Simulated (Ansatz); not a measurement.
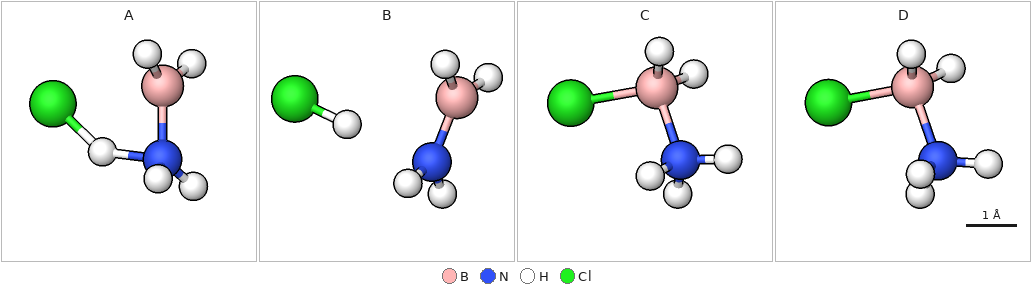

4 geometries from a converged minimum-energy path of BNH₅Cl, shuffled. A ball-and-stick model, seen from a free direction.

Level of theory: RKS r2SCAN-D4/def2-SVP in Ansatz 0.2.0. Set-up: 5 movable images; climbing image; force threshold 0.03 eV/Å; iteration limit 60; starting path through a guess of the saddle point.

**One of them is the converged climbing image. Which?**

A. In order along the path, whose images run from 0 to 6: B (image 0, 0.0 kcal/mol), A (image 2, +11.8 kcal/mol), D (image 5, −16.1 kcal/mol), C (image 6, −16.9 kcal/mol). Breaking: Cl–H (1.30 → 2.87 Å). Forming: B–Cl (3.61 → 1.86 Å), H–N (2.08 → 1.02 Å).

Cost: 3.2 min on 1 thread of Arm Neoverse V1, on a shared host, peak memory 0.13 GiB.
